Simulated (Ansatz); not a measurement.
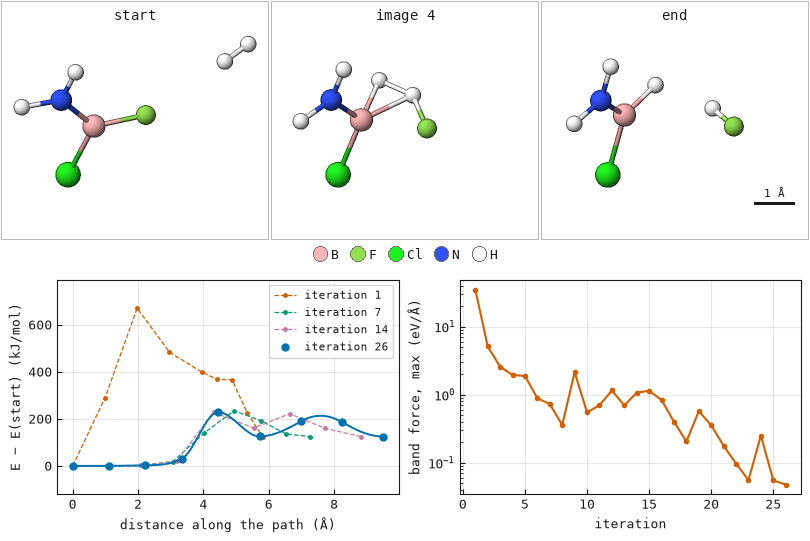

A search for the minimum-energy path of BNH$_{4}$ClF, made up at the start of BNH₂ClF and H₂ by the nudged elastic band. Images are numbered from 0 (start) to 8 (end). The plot follows the band through its iterations. The picture is a ball-and-stick view, seen from a free direction.

All numbers below come from RKS BLYP/def2-SVP (Ansatz 0.2.0). Settings: 7 movable images; climbing image; force threshold 0.05 eV/Å; iteration limit 60; spring constant 0.1 eV/Å²; starting path through a guess of the saddle point.

Judge this run.

The run is converged, with reservations. The band converged in 26 iterations. The largest component of the band force went from 35 to 0.048 eV/Å. The climbing image converged on the top of the path. Its curvatures weren't checked. The spring constant is far from the usual few eV/Å², which spoils the spacing or the steps. The first iteration put the highest image at 670.5 kJ/mol. The energy climbs by 228.8 kJ/mol to image 4 and then falls by 103.9 kJ/mol, so the end point sits at +124.9 kJ/mol. The profile has 2 maxima (images 4, 6) with a dip at image 5 (+125.3 kJ/mol), so the process runs in steps.

Limits of the set-up: the start holds two separate molecules, 2.6 Å apart at their closest, whose relative position is a soft coordinate and is computed without a dispersion correction.

Cost: 6.8 min on 1 thread of Arm Neoverse V1, on a shared host, peak memory 0.12 GiB.
